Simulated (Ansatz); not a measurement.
FH7Si3

Input file:

```
crystal:
  periodic: [false, false, false]
  atoms:
    - { symbol: Si, position_ang: [0.12146857, -0.62427318, 0.70106801] }
    - { symbol: Si, position_ang: [1.76956717, 0.91922597, 0.01798978] }
    - { symbol: Si, position_ang: [-1.86934265, -0.42540426, -0.54886672] }
    - { symbol: F, position_ang: [0.71630279, -2.15676469, 0.51768261] }
    - { symbol: H, position_ang: [-0.18175174, -0.42092279, 2.16523915] }
    - { symbol: H, position_ang: [1.23482593, 2.31204696, 0.23160735] }
    - { symbol: H, position_ang: [3.03370428, 0.7522468, 0.81751126] }
    - { symbol: H, position_ang: [2.08396638, 0.73988031, -1.44278422] }
    - { symbol: H, position_ang: [-2.89152136, -1.43720008, -0.10549406] }
    - { symbol: H, position_ang: [-2.42681843, 0.9590156, -0.33878781] }
    - { symbol: H, position_ang: [-1.59040093, -0.61784964, -2.01516435] }
basis:
  gaussian: { orbitals: def2-SVP }
hamiltonian:
  xc: hf
relax:
  f_tol: 0.003
  max_steps: 100
output:
  orbitals: {}
```

Launched as:

```sh
ansatz run input.yaml --threads 4 --pin off --max-ram 10240MiB --backend cpu --events-out ev --progress --plain --runs-dir out
```

The fields are those of the relaxed geometry.

Theory: Hartree-Fock, Gaussian basis def2-SVP in Ansatz.

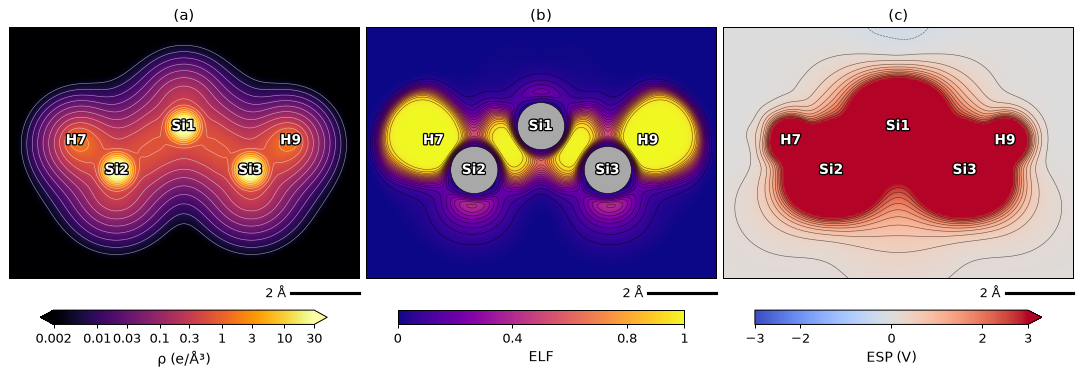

Figure 1. (a) total electron density; (b) electron localisation function; (c) molecular electrostatic potential on the plane of atoms Si2, Si1 and Si3. Grey discs cover the atomic cores in the ELF map.

Read the bonding off the picture.

Answer. Atoms in the plane: Si and H.
Si–Si (2.37 Å): the density is about 0.68 e/Å³ at the midpoint; the ELF peaks at about 1 between the atoms, as expected for localised, covalent bonding.
Si–H (1.48 Å): ρ at the midpoint is about 0.76 e/Å³; the ELF climbs to about 1 towards the hydrogen, as it does in any bond to H.
The potential has no marked negative region in this plane.

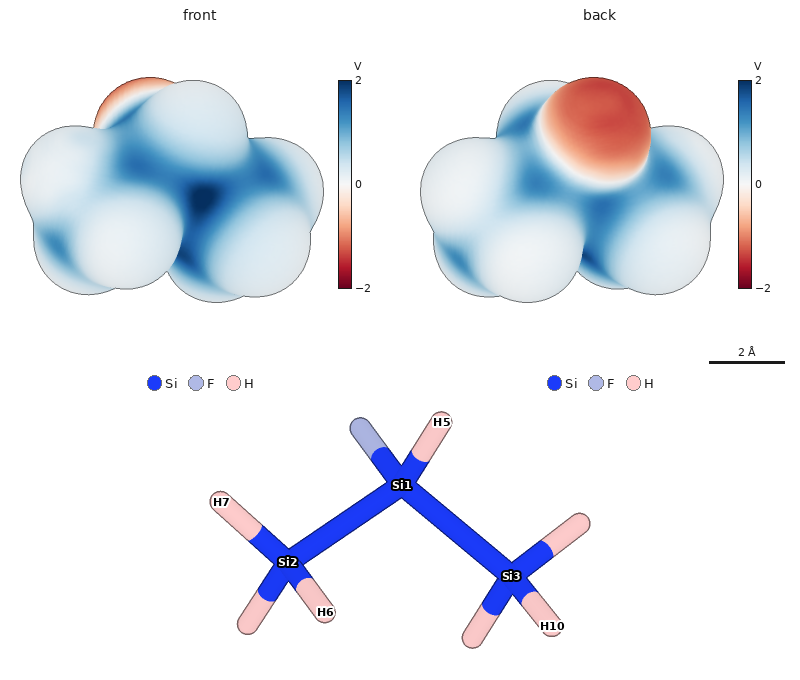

Figure 2. The electrostatic potential painted on the density surface at 0.002 e/bohr³, seen from the front and from behind; red is negative and blue positive. The bare structure is drawn below in the same view.

Which sites attract a positive test charge, and which a negative one?

Answer. A positive charge is drawn to the negative regions and a negative charge to the positive ones. The most negative region (about −1.3 V) lies over F4, the most positive (about +1.9 V) over Si1.

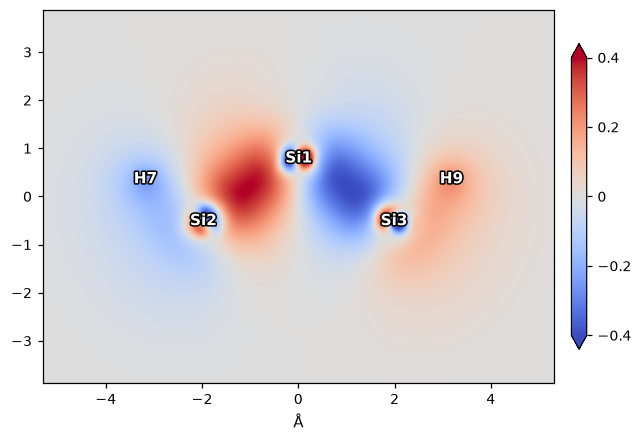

Figure 3. The HOMO on the plane of atoms Si1, Si2 and H7 (values in Å⁻³ᐟ²; the overall sign is arbitrary).

Where does this orbital lie, and at what energy?

Answer. Its weight (Hirshfeld) is mainly on Si1 (about 35 %), Si2 (about 25 %) and Si3 (about 25 %). Its energy is −10.53 eV.
